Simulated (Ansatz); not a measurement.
```json
{"atom": "Zr", "x (Å)": "-0.0243", "y (Å)": "-0.0531", "z (Å)": "0.1806"}
{"atom": "Cl", "x (Å)": "0.0206", "y (Å)": "-0.0277", "z (Å)": "2.7031"}
{"atom": "O", "x (Å)": "1.6617", "y (Å)": "-0.4006", "z (Å)": "-0.6950"}
{"atom": "H", "x (Å)": "2.4183", "y (Å)": "-0.5763", "z (Å)": "-1.2724"}
{"atom": "O", "x (Å)": "-1.1322", "y (Å)": "1.2717", "z (Å)": "-0.6881"}
{"atom": "H", "x (Å)": "-1.5078", "y (Å)": "1.9609", "z (Å)": "-1.2548"}
{"atom": "O", "x (Å)": "-1.0166", "y (Å)": "-1.6912", "z (Å)": "-0.0293"}
{"atom": "H", "x (Å)": "-1.5407", "y (Å)": "-2.4940", "z (Å)": "-0.1556"}
{"atom": "F", "x (Å)": "1.1502", "y (Å)": "1.9248", "z (Å)": "1.0715"}
{"atom": "H", "x (Å)": "0.9474", "y (Å)": "1.5564", "z (Å)": "1.9578"}
```

Core potentials replace the inner electrons of Zr.

Method: Ansatz, RKS BLYP-D4/def2-SVP.

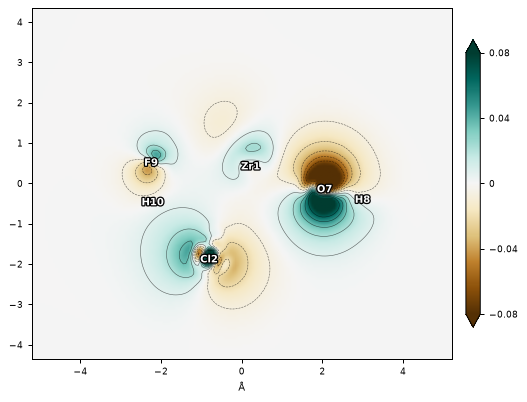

ClFH₄O₃Zr. One frontier orbital on the plane of atoms Cl2, Zr1 and O7 (values in Å⁻³ᐟ²; the overall sign is arbitrary).

Q: Which orbital is it: HOMO or LUMO?

A: The HOMO, at −6.76 eV. By Hirshfeld shares it lies mainly on O7 (about 40 %), O5 (about 25 %), O3 (about 15 %) and Cl2 (about 5 %); largely a combination of lone pairs on O7, O5, O3 and Cl2.
